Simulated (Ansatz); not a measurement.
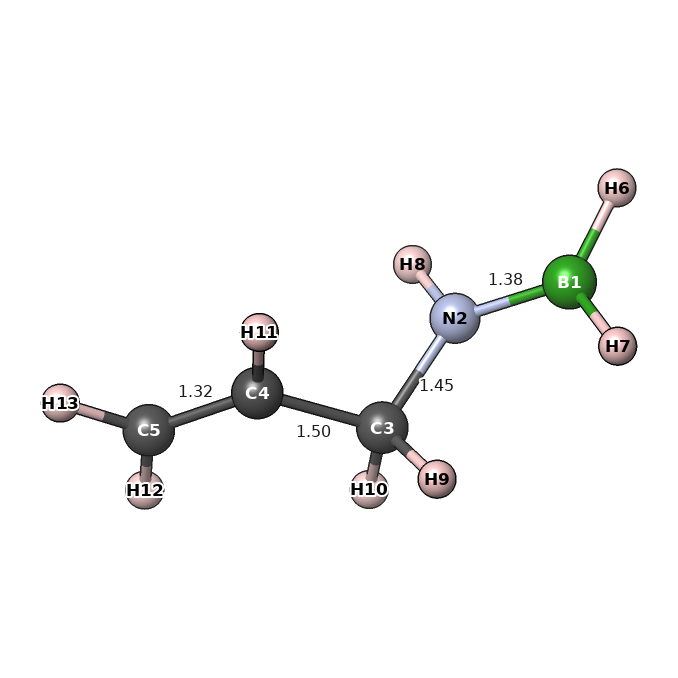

Bond lengths are marked in Å; every bond is drawn as one stick. Computed geometry: PBE0-D4/def2-TZVP optimisation.

Assign a bond order to each marked bond.

Answer. B1–N2 single; N2–C3 single; C3–C4 single; C4–C5 double.

Write the SMILES.

Answer. BNCC=C
